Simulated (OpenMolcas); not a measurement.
## A convergence study on SiF3 (SMILES F[Si](F)F)

SiF3: 4 atoms, total charge 0, spin state doublet. SMILES: `F[Si](F)F`. Geometry: relaxed at GFN2-xTB. The run starts from this shape.

```jsonl
{"atom": "F", "x (Å)": "0.7879", "y (Å)": "-0.5090", "z (Å)": "1.1190"}
{"atom": "Si", "x (Å)": "-0.3252", "y (Å)": "0.2440", "z (Å)": "0.2689"}
{"atom": "F", "x (Å)": "-0.9627", "y (Å)": "-0.8891", "z (Å)": "-0.6469"}
{"atom": "F", "x (Å)": "0.5001", "y (Å)": "1.1540", "z (Å)": "-0.7410"}
```

Program: OpenMolcas 26.06. Method: UHF. Swept: basis set. Watched: the dipole moment. Each run: an optimisation. Hardware: 1 thread of Arm Neoverse V1, shared host.

The last row is the best point of the sweep, not the limit.

| basis set | basis functions | value (D) | from the best (D) | wall time |
| --- | --- | --- | --- | --- |
| pcseg-0 | 40 | 2.6870 | +1.1602 | 10 s |
| pcseg-1 | 60 | 2.1481 | +0.6212 | 17 s |
| aug-pcseg-1 | 96 | 1.6872 | +0.1603 | 35 s |
| pcseg-2 | 124 | 1.5269 | 0.0000 | 2 min |

Over the sweep the value spans 1.1602 D.

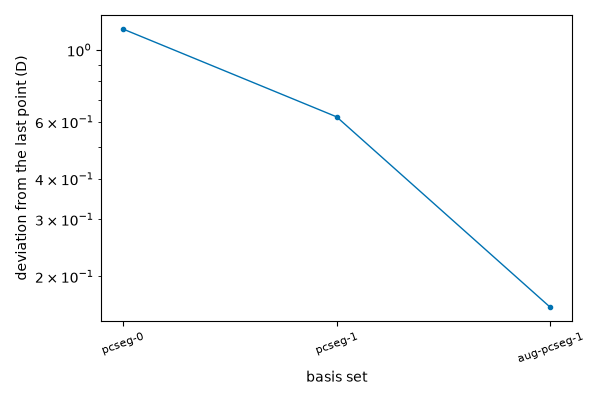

Absolute deviation from the last point of the sweep; values under 0.0001 D are drawn at that floor.
